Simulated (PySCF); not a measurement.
## Sn2H4O4: geometry relaxation (part 1 of 2)

Sn2H4O4 (Sn2(OH)4), computed with PBE0-D3(BJ)/def2-SVP geometry optimisation, gas phase (PySCF 2.14.0).

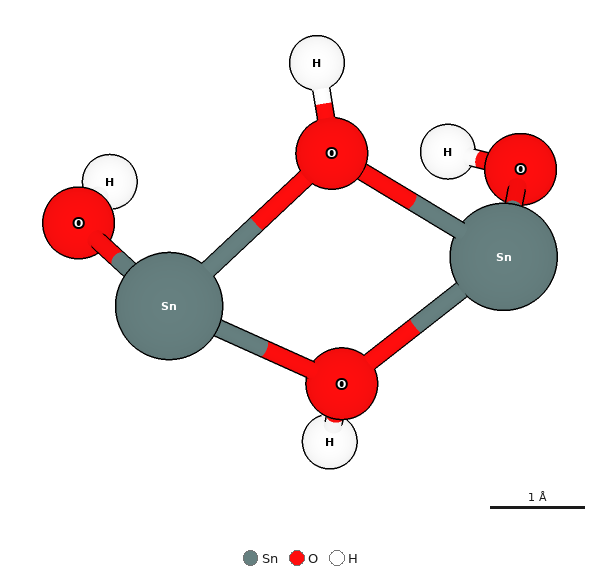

The structure as given in the input (ball-and-stick view, seen at an oblique angle). Sticks mark near contacts.

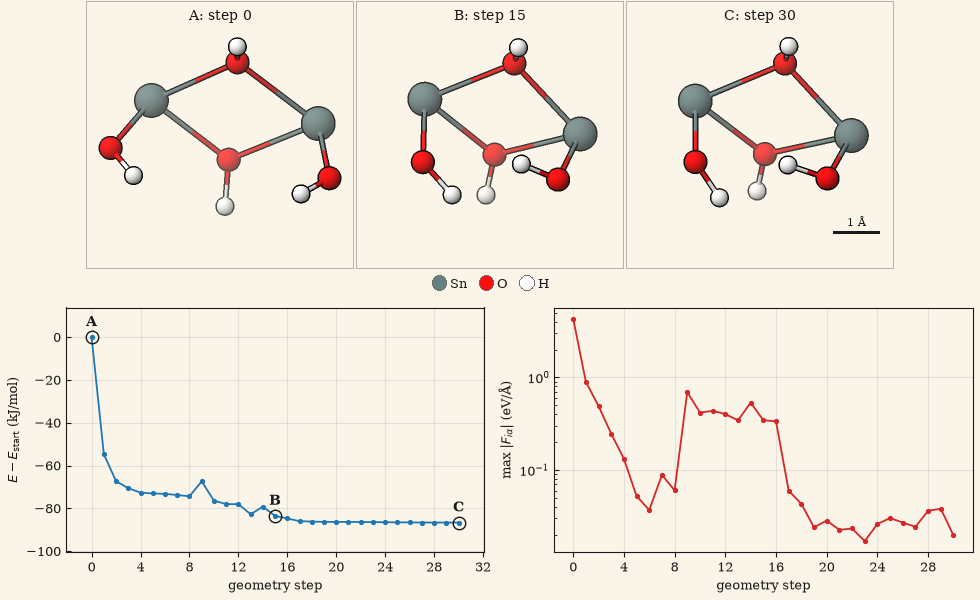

Frames of the relaxation (ball-and-stick view, seen at a tilt) above the curves, on which the letters mark them (steps are counted from 0).

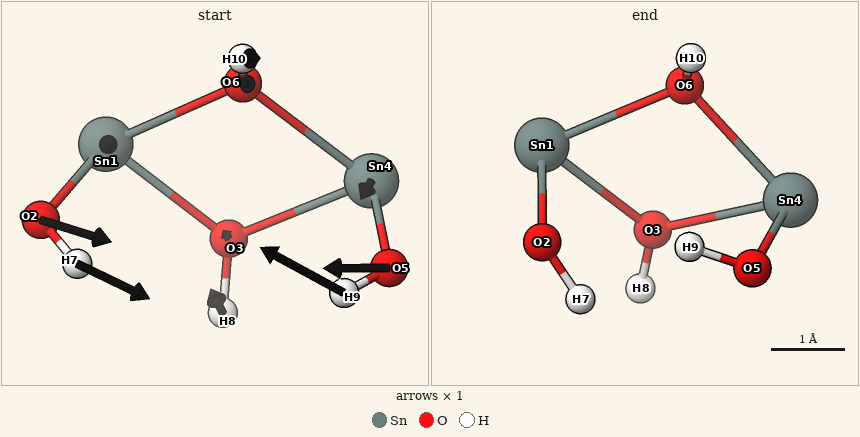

Before (left) and after (right) the relaxation, at one scale (ball-and-stick view, seen at a tilt). The black arrows give the displacements, at true length. The atom that moves furthest after the best rigid fit is H9 (1.33 Å). Largest moves by element: H 1.33 Å, O 1.13 Å, Sn 0.35 Å. Distances before and after: Sn4–O6 2.398 → 2.195 Å, Sn1–O6 2.356 → 2.198 Å, O3–H8 1.047 → 0.964 Å, O3–Sn4 2.286 → 2.215 Å. Among the angles that change: Sn4–O5–H9 129.5° → 112.0°, O2–Sn1–O3 103.9° → 89.9°, Sn1–O2–H7 121.2° → 111.6°. Over 30 geometry steps the energy falls by 86.6 kJ/mol. Largest force component: 4.3 eV/Å at the start, 0.02 eV/Å at the end. (Atoms are counted from 1 in the order of the input.)

The input that produced these results follows, with the program's output.

The input:
```
{"job": {"xc": "PBE0", "basis": "def2-SVP", "d3": "d3bj", "grid": 1, "maxiter": 30, "shake": 0.03, "kind": "geom"}, "charge": 0, "multiplicity": 1}
Sn    -0.627920     0.150470    -1.991230
O     -0.451370    -1.796070    -1.828820
O      1.086150     0.942100    -0.816340
Sn     0.352700     1.746230     1.193970
O      0.778400     0.204260     2.421050
O     -1.529920     0.735060     0.105220
H     -0.073630    -2.204480    -1.027520
H      2.072230     0.600000    -0.896370
H      0.740820    -0.682340     2.262170
H     -2.222810     0.228020     0.582270
```

The first line tells a small driver script what to run in PySCF; the rest is the geometry in Å.

Launched with:
```bash
OMP_NUM_THREADS=1 python <driver script> task.json out
```

Output:
```
step   0  E = -731.47744898  max force = 0.083960
step   1  E = -731.49825939  max force = 0.017432
step   2  E = -731.50307616  max force = 0.009550
step   3  E = -731.50432426  max force = 0.004806
step   4  E = -731.50510883  max force = 0.002577
step   5  E = -731.50525597  max force = 0.001018
step   6  E = -731.50533221  max force = 0.000720
step   7  E = -731.50553116  max force = 0.001725
step   8  E = -731.50576418  max force = 0.001173
step   9  E = -731.50311098  max force = 0.013515
step  10  E = -731.50652867  max force = 0.008123
step  11  E = -731.50715796  max force = 0.008474
step  12  E = -731.50715879  max force = 0.007823
step  13  E = -731.50895248  max force = 0.006701
step  14  E = -731.50761349  max force = 0.010385
step  15  E = -731.50924164  max force = 0.006725
step  16  E = -731.50971177  max force = 0.006521
step  17  E = -731.51018704  max force = 0.001165
step  18  E = -731.51026392  max force = 0.000837
step  19  E = -731.51031369  max force = 0.000470
step  20  E = -731.51032021  max force = 0.000554
step  21  E = -731.51032928  max force = 0.000440
step  22  E = -731.51033550  max force = 0.000456
step  23  E = -731.51035281  max force = 0.000333
step  24  E = -731.51037743  max force = 0.000509
step  25  E = -731.51039571  max force = 0.000589
step  26  E = -731.51041368  max force = 0.000527
step  27  E = -731.51042851  max force = 0.000475
step  28  E = -731.51043687  max force = 0.000706
step  29  E = -731.51043488  max force = 0.000743
step  30  E = -731.51043284  max force = 0.000383
optimisation converged
```

Trajectory as extended XYZ (Å, eV, eV/Å), 31 frames, from step=0 to step=30:
```
10
Properties=species:S:1:pos:R:3:forces:R:3 step=0 energy=-19904.51523
Sn   -0.6279    0.1505   -1.9912   -0.5042   1.3878   0.6497
O    -0.4514   -1.7961   -1.8288    0.4823  -1.0932   0.8171
O     1.0861    0.9421   -0.8163    2.5522  -1.0674   0.3661
Sn    0.3527    1.7462    1.1940   -0.8060  -1.1692  -0.7711
O     0.7784    0.2043    2.4211    0.2194   4.3174   0.5672
O    -1.5299    0.7351    0.1052    0.9382  -0.1017  -0.0373
H    -0.0736   -2.2045   -1.0275   -0.2558   0.2405  -0.4644
H     2.0722    0.6000   -0.8964   -3.1025   0.9930   0.2176
H     0.7408   -0.6823    2.2622   -0.2600  -3.8989  -0.9256
H    -2.2228    0.2280    0.5823    0.7365   0.3917  -0.4192
10
Properties=species:S:1:pos:R:3:forces:R:3 step=1 energy=-19905.08151
Sn   -0.6387    0.1786   -1.9598   -0.3195   0.3561   0.3637
O    -0.4312   -1.7968   -1.7202    0.1572  -0.1103   0.2433
O     1.0611    0.9492   -0.7955    0.3195  -0.2305   0.3588
Sn    0.3243    1.7242    1.1689   -0.6311  -0.3658  -0.6611
O     0.7458    0.1725    2.3408    0.1573   0.2677   0.2701
O    -1.4497    0.7540    0.0813    0.8964   0.1763  -0.1990
H    -0.0471   -2.1658   -0.9151   -0.0527   0.0882  -0.0366
H     1.9764    0.6194   -0.8667   -0.5271   0.1465  -0.0294
H     0.7019   -0.7547    2.1159   -0.0925  -0.3241  -0.2711
H    -2.1182    0.2426    0.5547    0.0926  -0.0042  -0.0386
10
Properties=species:S:1:pos:R:3:forces:R:3 step=2 energy=-19905.21258
Sn   -0.6647    0.1913   -1.9204   -0.0335  -0.0240  -0.4649
O    -0.4022   -1.7576   -1.5439    0.0351  -0.0651   0.0649
O     1.0349    0.9604   -0.7898   -0.3525   0.1397   0.1387
Sn    0.2683    1.6838    1.1298    0.1583   0.2073   0.1728
O     0.6993    0.0734    2.2310    0.0666  -0.2617   0.0948
O    -1.3657    0.7707    0.0460   -0.2275   0.0020   0.0901
H    -0.0041   -2.0408   -0.7145    0.0146   0.0502   0.0669
H     1.9281    0.6311   -0.8623    0.4911  -0.1820  -0.1222
H     0.6488   -0.8351    1.9076   -0.0435   0.2076  -0.0852
H    -2.0180    0.2460    0.5210   -0.1086  -0.0742   0.0440
10
Properties=species:S:1:pos:R:3:forces:R:3 step=3 energy=-19905.24654
Sn   -0.6613    0.1805   -1.9316    0.0026  -0.0847  -0.0882
O    -0.3688   -1.7497   -1.4657    0.0084  -0.0077  -0.0010
O     1.0328    0.9709   -0.7927   -0.0510   0.0297   0.0619
Sn    0.2764    1.6698    1.1416    0.0137   0.0666   0.0419
O     0.7000    0.0165    2.1844    0.0461  -0.2471   0.0575
O    -1.3878    0.7839    0.0416   -0.0494   0.0482   0.0015
H     0.0187   -1.9765   -0.6138    0.0062   0.0682   0.0371
H     1.9326    0.6389   -0.8739    0.0877  -0.0397  -0.0736
H     0.6242   -0.8669    1.8013   -0.0299   0.2025  -0.0381
H    -2.0422    0.2559    0.5133   -0.0344  -0.0362   0.0010
10
Properties=species:S:1:pos:R:3:forces:R:3 step=4 energy=-19905.26789
Sn   -0.6509    0.1409   -1.9244    0.0435  -0.0421   0.1325
O    -0.2924   -1.7200   -1.2636   -0.0287  -0.0921  -0.0540
O     1.0285    0.9948   -0.8021    0.0350   0.0335  -0.0235
Sn    0.2820    1.6192    1.1612   -0.0197  -0.0196   0.0031
O     0.6806   -0.1306    2.0613    0.0009  -0.1270  -0.0246
O    -1.4117    0.8133    0.0246    0.0270   0.0875  -0.0420
H     0.0762   -1.8028   -0.3778    0.0065   0.0243  -0.0330
H     1.9307    0.6644   -0.9053   -0.0883   0.0289  -0.0157
H     0.5494   -0.9338    1.5425    0.0057   0.1117   0.0786
H    -2.0678    0.2777    0.4880    0.0181  -0.0052  -0.0216
10
Properties=species:S:1:pos:R:3:forces:R:3 step=5 energy=-19905.27190
Sn   -0.6534    0.1428   -1.9213    0.0196  -0.0209   0.0524
O    -0.3068   -1.7376   -1.3076   -0.0220  -0.0294  -0.0279
O     1.0272    0.9958   -0.8026   -0.0053   0.0108   0.0249
Sn    0.2867    1.6289    1.1647   -0.0170  -0.0446  -0.0129
O     0.6844   -0.1079    2.0927    0.0078  -0.0041   0.0072
O    -1.4059    0.8166    0.0291    0.0371   0.0511  -0.0144
H     0.0752   -1.8454   -0.4306    0.0202   0.0120   0.0077
H     1.9288    0.6684   -0.9097   -0.0262   0.0155  -0.0233
H     0.5519   -0.9224    1.5964   -0.0168   0.0149  -0.0046
H    -2.0636    0.2840    0.4931    0.0026  -0.0054  -0.0092
10
Properties=species:S:1:pos:R:3:forces:R:3 step=6 energy=-19905.27397
Sn   -0.6550    0.1354   -1.9130    0.0069  -0.0147   0.0026
O    -0.3028   -1.7460   -1.2996   -0.0182   0.0122   0.0059
O     1.0242    1.0013   -0.8052    0.0061  -0.0175   0.0238
Sn    0.2942    1.6236    1.1700   -0.0050  -0.0099  -0.0032
O     0.6791   -0.1211    2.0889    0.0151   0.0340   0.0166
O    -1.4020    0.8278    0.0323    0.0155   0.0139  -0.0036
H     0.0955   -1.8465   -0.4287    0.0244  -0.0044  -0.0017
H     1.9261    0.6789   -0.9232   -0.0150   0.0217  -0.0171
H     0.5269   -0.9275    1.5866   -0.0269  -0.0370  -0.0202
H    -2.0615    0.2974    0.4964   -0.0029   0.0016  -0.0031
10
Properties=species:S:1:pos:R:3:forces:R:3 step=7 energy=-19905.27938
Sn   -0.6666    0.1135   -1.8890   -0.0169   0.0068  -0.0870
O    -0.2877   -1.7621   -1.2637   -0.0110   0.0795   0.0741
O     1.0152    1.0110   -0.8186   -0.0141  -0.0623   0.0177
Sn    0.3231    1.6067    1.1800    0.0211   0.0253   0.0234
O     0.6614   -0.1644    2.0715    0.0322   0.0829  -0.0083
O    -1.3908    0.8596    0.0447   -0.0290  -0.0559   0.0206
H     0.1756   -1.8389   -0.4225    0.0456  -0.0286  -0.0237
H     1.9164    0.7050   -0.9719    0.0482   0.0226  -0.0056
H     0.4335   -0.9464    1.5608   -0.0623  -0.0887  -0.0220
H    -2.0554    0.3393    0.5131   -0.0138   0.0183   0.0108
10
Properties=species:S:1:pos:R:3:forces:R:3 step=8 energy=-19905.28573
Sn   -0.6792    0.1108   -1.8851   -0.0048   0.0077  -0.0305
O    -0.2788   -1.7530   -1.2439   -0.0190   0.0242   0.0603
O     1.0142    1.0044   -0.8299   -0.0020  -0.0474   0.0043
Sn    0.3374    1.6022    1.1735   -0.0051   0.0060   0.0137
O     0.6557   -0.1746    2.0589    0.0318  -0.0109  -0.0406
O    -1.3923    0.8629    0.0540    0.0013  -0.0231   0.0010
H     0.2192   -1.8227   -0.4220    0.0521  -0.0013  -0.0336
H     1.9153    0.6997   -0.9907    0.0033   0.0281  -0.0001
H     0.3898   -0.9547    1.5603   -0.0566   0.0007   0.0218
H    -2.0565    0.3482    0.5295   -0.0010   0.0161   0.0035
10
Properties=species:S:1:pos:R:3:forces:R:3 step=9 energy=-19905.21353
Sn   -0.8295    0.0599   -1.8109    0.1957  -0.0157   0.3811
O    -0.1389   -1.6418   -1.0345   -0.2061  -0.6950  -0.1081
O     0.9886    0.9137   -0.9634    0.2460   0.2947  -0.1168
Sn    0.5075    1.5228    1.0931   -0.2622  -0.1653   0.0194
O     0.5640   -0.2991    1.9191   -0.3176  -0.6949   0.0723
O    -1.3900    0.8957    0.1774    0.1467   0.2881  -0.2909
H     0.6884   -1.6399   -0.5396   -0.1179   0.2813   0.0962
H     1.8790    0.6195   -1.2163   -0.3822   0.0947   0.0597
H    -0.1097   -0.9545    1.6397    0.6092   0.6089  -0.0455
H    -2.0347    0.4470    0.7399    0.0884   0.0032  -0.0675
10
Properties=species:S:1:pos:R:3:forces:R:3 step=10 energy=-19905.30653
Sn   -0.7580    0.0885   -1.8495    0.0842  -0.0154   0.1930
O    -0.2092   -1.6983   -1.1303   -0.1053  -0.3077  -0.0065
O     1.0019    0.9619   -0.8995    0.0882   0.0973  -0.0501
Sn    0.4245    1.5665    1.1331   -0.1226  -0.0796   0.0101
O     0.6099   -0.2412    1.9826   -0.0644  -0.4177  -0.0743
O    -1.3934    0.8826    0.1159    0.0982   0.1480  -0.1307
H     0.4729   -1.7204   -0.4499    0.0381   0.1622  -0.0102
H     1.8980    0.6602   -1.1062   -0.1866   0.0503   0.0214
H     0.1262   -0.9769    1.5714    0.1245   0.3604   0.0758
H    -2.0479    0.4002    0.6368    0.0457   0.0022  -0.0285
10
Properties=species:S:1:pos:R:3:forces:R:3 step=11 energy=-19905.32365
Sn   -0.7520    0.0704   -1.8356    0.0889  -0.0152   0.1827
O    -0.1945   -1.6887   -1.0552   -0.0960  -0.3345   0.0232
O     1.0065    0.9739   -0.9069    0.0361   0.1071  -0.0590
Sn    0.4283    1.5432    1.1348   -0.1111  -0.0659   0.0288
O     0.5968   -0.2916    1.9290   -0.0651  -0.4358  -0.0835
O    -1.3999    0.8961    0.1114    0.1240   0.1790  -0.1491
H     0.4992   -1.6785   -0.3855    0.0482   0.1648  -0.0433
H     1.9046    0.6811   -1.1171   -0.1850   0.0401   0.0239
H     0.0940   -1.0025    1.4962    0.1166   0.3708   0.1043
H    -2.0583    0.4198    0.6331    0.0434  -0.0105  -0.0280
10
Properties=species:S:1:pos:R:3:forces:R:3 step=12 energy=-19905.32367
Sn   -0.7218   -0.0120   -1.7740    0.0961  -0.0302   0.1258
O    -0.1424   -1.6495   -0.7547   -0.1120  -0.3845  -0.1189
O     1.0187    1.0138   -0.9280   -0.1186   0.1174  -0.0933
Sn    0.4436    1.4477    1.1469   -0.0584  -0.0781   0.1165
O     0.5434   -0.4825    1.7110    0.0107  -0.2210   0.0755
O    -1.4142    0.9466    0.0888    0.1594   0.2526  -0.1679
H     0.5881   -1.5030   -0.1390    0.2459   0.0391  -0.3386
H     1.9220    0.7465   -1.1455   -0.1411   0.0068   0.0217
H    -0.0293   -1.0711    1.1874   -0.1073   0.3319   0.4023
H    -2.0834    0.4868    0.6114    0.0254  -0.0342  -0.0231
```
